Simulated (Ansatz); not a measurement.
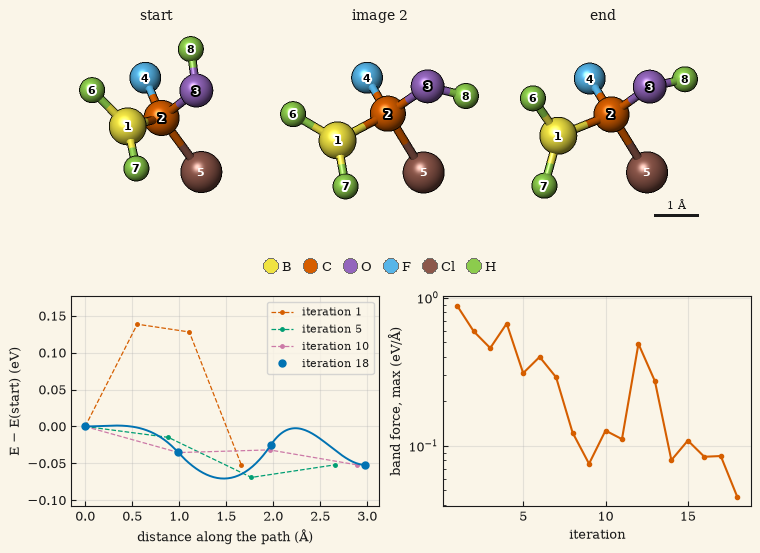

A search for the minimum-energy path of CH₃BClFO by the nudged elastic band. Images are numbered from 0 (start) to 3 (end). The plot follows the band through its iterations. The picture is a ball-and-stick view, seen from a free direction.

All numbers below come from Ansatz 0.2.0, RKS PBE0/def2-SVP. Set-up: 2 movable images; no climbing image; force threshold 0.05 eV/Å; iteration limit 60; starting path by image-dependent pair potential.

How did the profile develop, and is the result final?

The run is converged, with reservations. The band converged in 18 iterations. The largest component of the band force went from 0.88 to 0.045 eV/Å. So few images resolve the path coarsely. The first iteration put the highest image at 0.139 eV. Relative to the start the highest point is image 0 at 0.000 eV and the end lies at −0.052 eV, but the profile dips to −0.035 eV at image 1 on the way, so there is an intermediate minimum on the way.

The run took of the order of 2.1 core-minutes on a shared host.
